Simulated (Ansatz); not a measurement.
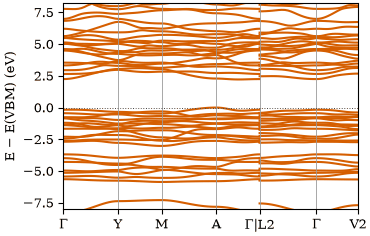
Band structure from the program Ansatz at the r²SCAN+D4 level (PAW)

The gap is 2.20 eV; an edge lies off the plotted path or next to a special point (maximum at A, minimum off the standard path).

The material is ScTlP2S7 in space group C2 (No. 5; Pearson symbol mS22).

The workflow started from a Materials Project entry (that database holds measured and hypothetical structures alike); the Crystallography Open Database copy checked does not list it. Its standing as an ambient phase is unchecked. The cell was relaxed with r²SCAN+D4 under the symmetry of its start; its stability against distortions is not shown here. The run is not spin-polarised. Scalar-relativistic: spin–orbit coupling is off unless named, which matters more the heavier the elements.

Potentials: the later of the program's two PAW sets.
